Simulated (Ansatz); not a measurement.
# GeH₂+ (doublet): correlated methods under varied settings at a displaced geometry (v1)

What do other methods and options give for GeH₂+ (doublet) at this geometry, and how long do they take?

Program: Ansatz 0.2.0, Gaussian basis. Level of theory: the settings change from run to run. These are calculated values, not measurements.

16 further runs of the same task are left out: 6 that didn't finish, 10 set aside as unsound or not needed.

### Step 1. The system

The geometry is a PBE0/def2-TZVP stationary point (not a proven minimum) with its atoms shifted at random (size 0.040 Å). No spin-orbit coupling is included. The filled d shell of Ge may be among the frozen orbitals whatever the setting's name suggests; the logs give the count.

3 atoms, charge 1, spin multiplicity 2.

Atoms are counted from 1 here; the program's logs count them from 0.

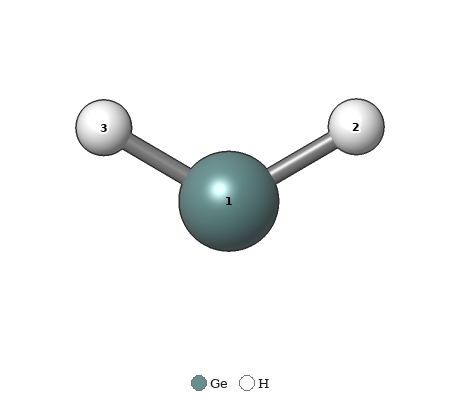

The geometry (germanium teal, hydrogen white); atoms are numbered from 1 in the order of the file.

### Step 2. BCCD(T) on ROHF/6-31G

Input file in.yaml:

```yaml
crystal:
  periodic: [false, false, false]
  atoms:
    - {symbol: Ge, position_ang: [-0.000625, -0.021025, 0.000876]}
    - {symbol: H, position_ang: [-0.001458, 0.727953, -1.360139]}
    - {symbol: H, position_ang: [0.046506, 0.787263, 1.296972]}
basis:
  gaussian: {orbitals: 6-31G}
total_charge: 1
magnetization: {spin_polarized: false, initial_magnetization: 1}
correlation: {method: bccd_t, electrons: outside_noble_gas}
```

Run with:

```
ansatz run in.yaml --threads 1 --pin off --events-out ev --progress --plain --max-ram 2393MiB
```

What it wrote (excerpt; [...] marks lines left out):

```text
Functional definition: HF
  name "HF"
  cite "Fock, Z. Phys. 61, 126 (1930) doi:10.1007/BF01340294"
  parent pbe
[...]
314 factors; integrals over basis functions are off by at most 5.9e-4 eV
[...]
mean field -56486.34909560 eV, -2075.8350414406 hartree, gradient 9.8e-7 eV, S^2 0.750000; 1 other end points of the search recorded, 0 dependent functions left out
determinant -56486.34909560 eV, -2075.8350414406 hartree, with singles and doubles -56487.72272537 eV, -2075.8855214038 hartree
determinant -56484.14225202 eV, -2075.7539414351 hartree, with singles and doubles -56485.85050819 eV, -2075.8167186913 hartree
14 core orbitals not correlated: weight in the atoms' cores, before any rotation towards them, 0.998 or more for the frozen orbitals, at most 0.001 for the correlated occupied ones
reference -56486.34909560 eV, -2075.8350414406 hartree; 3, 2 occupied and 16, 17 virtual orbitals, 314 factors
second order -0.94603446 eV of doubles, -0.01040520 eV of singles
cycle   1  -1.37480507 eV  change   -6.6e-2 eV  update   1.0e-2
[...]
cycle   8  -1.37936580 eV  change    7.9e-8 eV  update   4.3e-6
perturbative correction -0.01873564 eV, -0.0006885222 hartree
Total energy: -56487.74719704 eV, -2075.8864207211 hartree
```

Wall time 0.63 s (1 thread of Arm Neoverse V1, shared host).

From the report: correlation -1.3981 eV; largest double amplitude 0.06.

### Step 3. CISDT/cc-pVDZ

in.yaml, as its differences from that of step 2:

```diff
@@ -7,5 +7,7 @@
 basis:
-  gaussian: {orbitals: 6-31G}
+  gaussian: {orbitals: cc-pVDZ}
 total_charge: 1
 magnetization: {spin_polarized: false, initial_magnetization: 1}
-correlation: {method: bccd_t, electrons: outside_noble_gas}
+correlation: {active_space: {ras: {orbitals: [2, 1, 20], electrons: 5, max_holes: 3, max_particles: 3}, fixed_orbitals: true}}
+accuracy: high
+scf: {lower_state_search: off}
```

The command is unchanged.

What it wrote:

```text
Functional definition: HF
  name "HF"
  cite "Fock, Z. Phys. 61, 126 (1930) doi:10.1007/BF01340294"
  parent pbe
  exchange = exact_x
  correlation = 0
these checks for a lower state are left out or cut short: stability, starts, cluster_reference, orbital_swaps, neighbouring_geometries, increment
720 factors; integrals over basis functions are off by at most 4.4e-9 eV
mean field evaluation 1: about -56494.5163 eV, gradient 6.8e0 eV
mean field evaluation 2: about -56494.5204 eV, gradient 6.8e0 eV
mean field evaluation 4: about -56494.9254 eV, gradient 4.9e-1 eV
mean field evaluation 8: about -56494.9286 eV, gradient 1.2e-5 eV
mean field -56494.92864768 eV, -2076.1503341641 hartree, gradient 9.7e-9 eV, S^2 0.750000; 0 other end points of the search recorded, 0 dependent functions left out
reference -56494.92864768 eV, -2076.1503341641 hartree; 17, 16 occupied and 20, 21 virtual orbitals, 720 factors
state -56497.14505039 eV, -2076.2317854616 hartree
Total energy: -56497.14505039 eV, -2076.2317854616 hartree
Checks for a lower state left out: stability, starts, cluster_reference, orbital_swaps, neighbouring_geometries, increment
```

Wall time 1 s (1 thread of Arm Neoverse V1, shared host).

From the report: 26,909 determinants.

### Step 4. CASSCF(1,2)/aug-cc-pVDZ

Input file in.yaml:

```yaml
crystal:
  periodic: [false, false, false]
  atoms:
    - {symbol: Ge, position_ang: [-0.000625, -0.021025, 0.000876]}
    - {symbol: H, position_ang: [-0.001458, 0.727953, -1.360139]}
    - {symbol: H, position_ang: [0.046506, 0.787263, 1.296972]}
basis:
  gaussian: {orbitals: aug-cc-pVDZ}
total_charge: 1
magnetization: {spin_polarized: false, initial_magnetization: 1}
correlation: {active_space: {window: {electrons: 1, orbitals: 2}}}
```

The command is unchanged.

What it wrote:

```text
Functional definition: HF
  name "HF"
  cite "Fock, Z. Phys. 61, 126 (1930) doi:10.1007/BF01340294"
  parent pbe
  exchange = exact_x
  correlation = 0
576 factors; integrals over basis functions are off by at most 6.8e-4 eV
mean field evaluation 1: about -56494.5053 eV, gradient 7.1e0 eV
mean field evaluation 2: about -56494.5050 eV, gradient 7.1e0 eV
mean field evaluation 4: about -56494.9627 eV, gradient 5.2e-1 eV
mean field evaluation 8: about -56494.9666 eV, gradient 3.4e-4 eV
mean field -56494.96664334 eV, -2076.1517304790 hartree, gradient 6.5e-7 eV, S^2 0.750000; 0 other end points of the search recorded, 0 dependent functions left out
reference -56494.96664334 eV, -2076.1517304790 hartree; 17, 16 occupied and 37, 38 virtual orbitals, 576 factors
state -56494.96664334 eV, -2076.1517304790 hartree
Total energy: -56494.96664334 eV, -2076.1517304790 hartree
```

Run time: 0.96 s. Hardware: 1 thread of Arm Neoverse V1, shared host.

From the report: 2 determinants; active occupations 1.00, 0.00. With so small a space the active step adds no correlation: the energy is the mean field's.

### Step 5. NEVPT2(1,10)/aug-cc-pVDZ

in.yaml, as its differences from that of step 4:

```diff
@@ -10,2 +10,2 @@
 magnetization: {spin_polarized: false, initial_magnetization: 1}
-correlation: {active_space: {window: {electrons: 1, orbitals: 2}}}
+correlation: {method: sc_nevpt2, electrons: outside_noble_gas, active_space: {window: {electrons: 1, orbitals: 10}}}
```

Launched as before.

What it wrote:

```text
Functional definition: HF
  name "HF"
  cite "Fock, Z. Phys. 61, 126 (1930) doi:10.1007/BF01340294"
  parent pbe
  exchange = exact_x
  correlation = 0
576 factors; integrals over basis functions are off by at most 6.8e-4 eV
mean field evaluation 1: about -56494.5053 eV, gradient 7.1e0 eV
mean field evaluation 2: about -56494.5050 eV, gradient 7.1e0 eV
mean field evaluation 4: about -56494.9627 eV, gradient 5.2e-1 eV
mean field evaluation 8: about -56494.9666 eV, gradient 3.4e-4 eV
mean field -56494.96664334 eV, -2076.1517304790 hartree, gradient 6.5e-7 eV, S^2 0.750000; 0 other end points of the search recorded, 0 dependent functions left out
reference -56494.96664334 eV, -2076.1517304790 hartree; 17, 16 occupied and 37, 38 virtual orbitals, 576 factors
state -56494.96664334 eV, -2076.1517304790 hartree
state -56494.96664334 eV, -2076.1517304790 hartree; corrected -56496.67090520 eV, -2076.2143609472 hartree
WARN: 9 active orbitals are nearly empty or full. The corrections depend on them more than the energy does, and are more stable in an active space without them
Total energy: -56496.67090520 eV, -2076.2143609472 hartree
```

Wall time 2 s (1 thread of Arm Neoverse V1, shared host).

From the report: 7 determinants; active occupations 1.00, 0.00, 0.00, 0.00, 0.00, 0.00, 0.00, 0.00, 0.00, 0.00. The report marks this result as in doubt.

### Step 6. MP2 on UHF/STO-3G

Input file in.yaml:

```yaml
crystal:
  periodic: [false, false, false]
  atoms:
    - {symbol: Ge, position_ang: [-0.000625, -0.021025, 0.000876]}
    - {symbol: H, position_ang: [-0.001458, 0.727953, -1.360139]}
    - {symbol: H, position_ang: [0.046506, 0.787263, 1.296972]}
basis:
  gaussian: {orbitals: STO-3G}
total_charge: 1
magnetization: {spin_polarized: true, initial_magnetization: 1}
correlation: {method: mp2, electrons: outside_noble_gas}
```

The command is unchanged.

What it wrote:

```text
Functional definition: HF
  name "HF"
  cite "Fock, Z. Phys. 61, 126 (1930) doi:10.1007/BF01340294"
  parent pbe
  exchange = exact_x
  correlation = 0
200 factors; integrals over basis functions are off by at most 9.9e-6 eV
mean field evaluation 1: about -55854.4123 eV, gradient 5.0e0 eV
mean field evaluation 2: about -55854.4123 eV, gradient 5.0e0 eV
mean field evaluation 4: about -55854.8103 eV, gradient 4.6e-1 eV
mean field evaluation 8: about -55854.8167 eV, gradient 1.4e-6 eV
mean field -55854.81671009 eV, -2052.6266543412 hartree, gradient 3.9e-6 eV, S^2 0.750952; 0 other end points of the search recorded, 0 dependent functions left out
14 core orbitals not correlated: weight in the atoms' cores, before any rotation towards them, 0.977 or more for the frozen orbitals, at most 0.030 for the correlated occupied ones
reference -55854.81671009 eV, -2052.6266543412 hartree; 3, 2 occupied and 3, 4 virtual orbitals, 200 factors
second order -0.65885854 eV of doubles, -0.00000000 eV of singles
Total energy: -55855.47556863 eV, -2052.6508669461 hartree
```

Wall time 0.09 s (1 thread of Arm Neoverse V1, shared host).

From the report: ⟨S²⟩ of the determinant 0.751 (pure doublet: 0.75).

### Step 7. MP2 on UHF/aug-cc-pVDZ

in.yaml, as its differences from that of step 6:

```diff
@@ -7,3 +7,3 @@
 basis:
-  gaussian: {orbitals: STO-3G}
+  gaussian: {orbitals: aug-cc-pVDZ, point_charges: [{charge: -1.00, position_ang: [2.922, -0.058, -0.185]}]}
 total_charge: 1
@@ -11 +11,2 @@
 correlation: {method: mp2, electrons: outside_noble_gas}
+output: {forces: true}
```

Same command.

What it wrote (excerpt; [...] marks lines left out):

```text
Functional definition: HF
  name "HF"
  cite "Fock, Z. Phys. 61, 126 (1930) doi:10.1007/BF01340294"
  parent pbe
[...]
576 factors; integrals over basis functions are off by at most 7.5e-4 eV
[...]
mean field -56500.46847089 eV, -2076.3539189122 hartree, gradient 2.1e-6 eV, S^2 0.757091; 0 other end points of the search recorded, 0 dependent functions left out
14 core orbitals not correlated: weight in the atoms' cores, before any rotation towards them, 1.000 or more for the frozen orbitals, at most 0.000 for the correlated occupied ones
reference -56500.46847089 eV, -2076.3539189122 hartree; 3, 2 occupied and 37, 38 virtual orbitals, 576 factors
second order -1.64761483 eV of doubles, -0.00000000 eV of singles
[...]
Total energy: -56502.11608572 eV, -2076.4144676403 hartree
Atom 0 at    -0.000625    -0.021025     0.000876 Å, force     2.324498     0.114084    -0.569867 eV/Å
Atom 1 at    -0.001458     0.727953    -1.360139 Å, force    -0.042820    -0.182501     0.202424 eV/Å
Atom 2 at     0.046506     0.787263     1.296972 Å, force    -0.005663     0.053071     0.208567 eV/Å
Dipole moment:     0.278591     0.008696    -0.016356 e Å
```

It took 1.2 s on 1 thread of Arm Neoverse V1, shared host.

From the report: ⟨S²⟩ of the determinant 0.757 (pure doublet: 0.75).

### Step 8. BCCD(T) on ROHF/6-31G*

Input file in.yaml:

```yaml
crystal:
  periodic: [false, false, false]
  atoms:
    - {symbol: Ge, position_ang: [-0.000625, -0.021025, 0.000876]}
    - {symbol: H, position_ang: [-0.001458, 0.727953, -1.360139]}
    - {symbol: H, position_ang: [0.046506, 0.787263, 1.296972]}
basis:
  gaussian: {orbitals: "6-31G*"}
total_charge: 1
magnetization: {spin_polarized: false, initial_magnetization: 1}
correlation: {method: bccd_t, electrons: outside_noble_gas}
output: {forces: true}
```

Launched as before.

What it wrote (excerpt; [...] marks lines left out):

```text
Functional definition: HF
  name "HF"
  cite "Fock, Z. Phys. 61, 126 (1930) doi:10.1007/BF01340294"
  parent pbe
[...]
374 factors; integrals over basis functions are off by at most 4.2e-4 eV
[...]
mean field -56487.90007165 eV, -2075.8920387592 hartree, gradient 1.3e-6 eV, S^2 0.750000; 1 other end points of the search recorded, 0 dependent functions left out
determinant -56487.90007165 eV, -2075.8920387592 hartree, with singles and doubles -56489.73151191 eV, -2075.9593429474 hartree
determinant -56485.55631420 eV, -2075.8059072616 hartree, with singles and doubles -56487.80297171 eV, -2075.8884704022 hartree
14 core orbitals not correlated: weight in the atoms' cores, before any rotation towards them, 1.000 or more for the frozen orbitals, at most 0.000 for the correlated occupied ones
reference -56487.90007165 eV, -2075.8920387592 hartree; 3, 2 occupied and 22, 23 virtual orbitals, 374 factors
second order -1.31029649 eV of doubles, -0.02645412 eV of singles
cycle   1  -1.82981113 eV  change   -2.5e-2 eV  update   1.1e-2
[...]
cycle  10  -1.83402132 eV  change   -2.2e-7 eV  update   9.9e-7
perturbative correction -0.03398390 eV, -0.0012488852 hartree
[...]
Total energy: -56489.76807687 eV, -2075.9606866850 hartree
Atom 0 at    -0.000625    -0.021025     0.000876 Å, force    -0.018324    -0.387602    -0.375342 eV/Å
Atom 1 at    -0.001458     0.727953    -1.360139 Å, force    -0.001979     0.069620    -0.235979 eV/Å
Atom 2 at     0.046506     0.787263     1.296972 Å, force     0.020303     0.317982     0.611321 eV/Å
Dipole moment:     0.002394     0.079102    -0.000871 e Å
```

Wall time 1.5 s (1 thread of Arm Neoverse V1, shared host).

From the report: correlation -1.8680 eV; largest double amplitude 0.06.

### Step 9. CCSD(T) on UHF/def2-SVP

Input file in.yaml:

```yaml
crystal:
  periodic: [false, false, false]
  atoms:
    - {symbol: Ge, position_ang: [-0.000625, -0.021025, 0.000876]}
    - {symbol: H, position_ang: [-0.001458, 0.727953, -1.360139]}
    - {symbol: H, position_ang: [0.046506, 0.787263, 1.296972]}
basis:
  gaussian: {orbitals: def2-SVP}
total_charge: 1
magnetization: {spin_polarized: true, initial_magnetization: 1}
correlation: {method: ccsd_t, electrons: valence}
output: {forces: true}
```

Launched as before.

What it wrote (excerpt; [...] marks lines left out):

```text
Functional definition: HF
  name "HF"
  cite "Fock, Z. Phys. 61, 126 (1930) doi:10.1007/BF01340294"
  parent pbe
[...]
419 factors; integrals over basis functions are off by at most 1.4e-3 eV
[...]
mean field -56488.66834349 eV, -2075.9202722286 hartree, gradient 4.0e-6 eV, S^2 0.756415; 1 other end points of the search recorded, 0 dependent functions left out
determinant -56488.66834349 eV, -2075.9202722286 hartree, with singles and doubles -56494.11670312 eV, -2076.1204957521 hartree
determinant -56486.45528876 eV, -2075.8389439672 hartree, with singles and doubles -56492.14964801 eV, -2076.0482078102 hartree
9 core orbitals not correlated: weight in the atoms' cores, before any rotation towards them, 1.000 or more for the frozen orbitals, at most 0.000 for the correlated occupied ones
reference -56488.66834349 eV, -2075.9202722286 hartree; 8, 7 occupied and 25, 26 virtual orbitals, 419 factors
second order -5.19746670 eV of doubles, -0.00000000 eV of singles
cycle   1  -5.44806237 eV  change    3.0e-4 eV  update   4.1e-4
[...]
cycle   8  -5.44818780 eV  change    1.4e-6 eV  update   5.6e-7
perturbative correction -0.13414043 eV, -0.0049295699 hartree
[...]
Total energy: -56494.25067172 eV, -2076.1254190073 hartree
Atom 0 at    -0.000625    -0.021025     0.000876 Å, force    -0.004098     0.079344    -0.375014 eV/Å
Atom 1 at    -0.001458     0.727953    -1.360139 Å, force    -0.002209    -0.149759     0.135394 eV/Å
Atom 2 at     0.046506     0.787263     1.296972 Å, force     0.006307     0.070415     0.239620 eV/Å
Dipole moment:     0.001785     0.059239    -0.001081 e Å
```

It took 3.3 s on 1 thread of Arm Neoverse V1, shared host.

From the report: ⟨S²⟩ of the determinant 0.756 (pure doublet: 0.75); correlation -5.5823 eV; T1 0.010; largest double amplitude 0.05.

### Step 10. BCCD on UHF/aug-cc-pVDZ

in.yaml, as its differences from that of step 9:

```diff
@@ -7,6 +7,5 @@
 basis:
-  gaussian: {orbitals: def2-SVP}
+  gaussian: {orbitals: aug-cc-pVDZ}
 total_charge: 1
 magnetization: {spin_polarized: true, initial_magnetization: 1}
-correlation: {method: ccsd_t, electrons: valence}
-output: {forces: true}
+correlation: {method: bccd, electrons: outside_noble_gas}
```

Launched as before.

What it wrote (excerpt; [...] marks lines left out):

```text
Functional definition: HF
  name "HF"
  cite "Fock, Z. Phys. 61, 126 (1930) doi:10.1007/BF01340294"
  parent pbe
[...]
576 factors; integrals over basis functions are off by at most 6.8e-4 eV
[...]
mean field -56495.02551104 eV, -2076.1538938271 hartree, gradient 2.2e-6 eV, S^2 0.757351; 1 other end points of the search recorded, 0 dependent functions left out
determinant -56495.02551104 eV, -2076.1538938271 hartree, with singles and doubles -56497.24705646 eV, -2076.2355341154 hartree
determinant -56492.79578758 eV, -2076.0719530013 hartree, with singles and doubles -56495.25621361 eV, -2076.1623719902 hartree
14 core orbitals not correlated: weight in the atoms' cores, before any rotation towards them, 1.000 or more for the frozen orbitals, at most 0.000 for the correlated occupied ones
reference -56495.02551104 eV, -2076.1538938271 hartree; 3, 2 occupied and 37, 38 virtual orbitals, 576 factors
second order -1.65944112 eV of doubles, -0.00000000 eV of singles
cycle   1  -2.20694699 eV  change   -8.4e-2 eV  update   1.4e-2
[...]
cycle   9  -2.21381749 eV  change    4.1e-7 eV  update   2.3e-6
Total energy: -56497.23932853 eV, -2076.2352501194 hartree
```

Run time: 1.7 s. Hardware: 1 thread of Arm Neoverse V1, shared host.

From the report: ⟨S²⟩ of the determinant 0.757 (pure doublet: 0.75); correlation -2.2138 eV; largest double amplitude 0.05.

### Step 11. All runs side by side

Where basis and cores are those of an earlier FCI/aug-cc-pVDZ run (-56497.2884 eV), and the state is the same kind, the miss against it is given. † marks a result that the program doubts.

| level | correlated | functions | energy (eV) | from FCI (meV) | time |
| --- | --- | --- | --- | --- | --- |
| BCCD(T) on ROHF/6-31G | outside noble gas | 33 | -56487.7472 |  | 0.63 s |
| CISDT/cc-pVDZ | outside noble gas | 37 | -56497.1451 |  | 1 s |
| CASSCF(1,2)/aug-cc-pVDZ |  | 54 | -56494.9666 | 2321.7 | 0.96 s |
| NEVPT2(1,10)/aug-cc-pVDZ † | outside noble gas | 54 | -56496.6709 | 617.5 | 2 s |
| MP2 on UHF/STO-3G | outside noble gas | 20 | -55855.4756 |  | 0.09 s |
| MP2 on UHF/aug-cc-pVDZ (beside a point charge) | outside noble gas | 54 | -56502.1161 |  | 1.2 s |
| BCCD(T) on ROHF/6-31G* | outside noble gas | 39 | -56489.7681 |  | 1.5 s |
| CCSD(T) on UHF/def2-SVP | valence | 42 | -56494.2507 |  | 3.3 s |
| BCCD on UHF/aug-cc-pVDZ | outside noble gas | 54 | -56497.2393 | 49.0 | 1.7 s |

### Step 12. Outcome

| quantity | value |
| --- | --- |
| runs | 9 |
| quickest | MP2 on UHF/STO-3G, 0.09 s |
| slowest | CCSD(T) on UHF/def2-SVP, 3.3 s |

**Reading.** Total energies in different bases, with other cores or another treatment of relativity can't be set against each other. CCSD(T) on UHF/def2-SVP took 36 times as long as MP2 on UHF/STO-3G; the jobs differ in more than the method. Among the correlated runs with a miss given, it spans +49 to +617 meV. Hartree-Fock, CASSCF and CASCI lack dynamic correlation by design.
